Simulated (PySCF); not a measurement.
# AlNH2Cl (SMILES [NH2][Al][Cl]): UPBE0/cc-pVTZ

What is the vertical doublet–quartet gap of AlNH2Cl at UPBE0/cc-pVTZ? Input form: a Python script.

Program for the calculation: PySCF 2.14.0.

**1. Starting point**

AlNH2Cl: 5 atoms, total charge 0, spin state doublet. As SMILES, `[NH2][Al][Cl]`. The shape is that of a PBE0-D4/def2-TZVP optimisation. This is one conformer, not always the lowest.

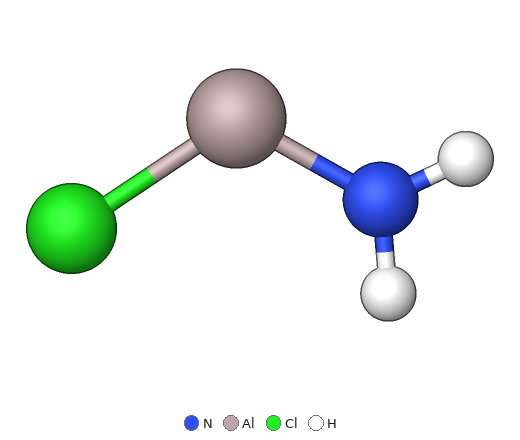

Viewed from a chosen angle; nitrogen blue, aluminium light grey, chlorine green, hydrogen white.

**2. The energy at UPBE0/cc-pVTZ**

Contents of job.py:

```python
from pyscf import gto, dft

system = gto.M(
    atom='''
N     -1.038216     0.872487    -0.438416
Al     0.760804    -0.551044     1.982512
Cl     3.603708    -3.117481     0.832991
H     -2.444550     2.122729    -0.157792
H     -0.787260     0.534226    -2.297718
''',
    verbose=3,
    max_memory=1860,
    unit='bohr',
    spin=1,
    basis='cc-pvtz',
)

calc0 = dft.UKS(system)
calc0.xc = 'pbe0'
calc0.grids.level = 6
calc0.conv_tol = 1e-10
calc0.kernel()
if not calc0.converged:
    calc0 = calc0.newton().run(calc0.mo_coeff, calc0.mo_occ)

e_final = calc0.e_tot
print('E = %.10f Eh' % e_final)
```

Run with:

```sh
$ OMP_NUM_THREADS=1 python job.py
```

Log:

```text
converged SCF energy = -758.376918280706  <S^2> = 0.75210048  2S+1 = 2.0020994
E = -758.3769182807 Eh
```

Run time: 33 s. Hardware: 1 thread of Intel Xeon Platinum 8488C (Sapphire Rapids), shared host; peak memory 0.74 GiB.

**3. The quartet at the same level**

Contents of run.py:

```python
from pyscf import gto, dft

molecule = gto.M(
    atom=[
    ('N', (-0.549400, 0.461700, -0.232000)),
    ('Al', (0.402600, -0.291600, 1.049100)),
    ('Cl', (1.907000, -1.649700, 0.440800)),
    ('H', (-1.293600, 1.123300, -0.083500)),
    ('H', (-0.416600, 0.282700, -1.215900)),
],
    spin=3,
    max_memory=1860,
    basis='cc-pvtz',
    charge=0,
    verbose=3,
)

ks = dft.UKS(molecule, xc='pbe0')
ks.conv_tol = 1e-10
ks.grids.level = 6
ks.kernel()
if not ks.converged:
    ks = ks.newton().run(ks.mo_coeff, ks.mo_occ)

etot = ks.e_tot
print('E = %.10f Eh' % etot)
```

Run with:

```sh
$ OMP_NUM_THREADS=1 python run.py
```

Log:

```text
WARN: HOMO -0.0420429761068988 >= LUMO -0.330333156907932

WARN: HOMO -0.104340469249401 >= LUMO -0.225061935709105

WARN: HOMO -0.101043098439066 >= LUMO -0.23539162349504

WARN: HOMO -0.107091055309951 >= LUMO -0.25129554185564

WARN: HOMO -0.107392852434268 >= LUMO -0.239021778561531

WARN: HOMO -0.106581514724471 >= LUMO -0.238404394693532

WARN: HOMO -0.107361884120536 >= LUMO -0.238321899754849

WARN: HOMO -0.107212127405759 >= LUMO -0.238126553697631

WARN: HOMO -0.10725930194234 >= LUMO -0.238119369892171

WARN: HOMO -0.107279915230979 >= LUMO -0.238129698820353

WARN: HOMO -0.107290990759036 >= LUMO -0.238141908025892

WARN: HOMO -0.107289196219797 >= LUMO -0.238140724422159

WARN: HOMO -0.107289637951963 >= LUMO -0.238140249728819

WARN: HOMO -0.107289369270607 >= LUMO -0.238139606746419

converged SCF energy = -758.188526326397  <S^2> = 3.7549963  2S+1 = 4.0024974
E = -758.1885263264 Eh
```

Wall time 36 s (1 thread of Intel Xeon Platinum 8488C (Sapphire Rapids), shared host); peak memory 0.75 GiB.

**4. Summary of results**

Level: UPBE0/cc-pVTZ.

```
                                        quantity          value
                           doublet: total energy  -758.37692 Eh
                          doublet: dipole moment         2.36 D
     doublet: HOMO energy (highest over α and β)       -6.13 eV
      doublet: LUMO energy (lowest over α and β)       -2.61 eV
                                   doublet: ⟨S²⟩          0.752
                           quartet: total energy  -758.18853 Eh
                          quartet: dipole moment         6.58 D
     quartet: HOMO energy (highest over α and β)       -2.92 eV
                                   quartet: ⟨S²⟩          3.755
vertical energy of the quartet above the doublet       5.126 eV
```

In words: At this shape the quartet lies 5.13 eV (118 kcal/mol) above the doublet. Mulliken charges (doublet) run from -0.30 on N1 to +0.27 on Al2.
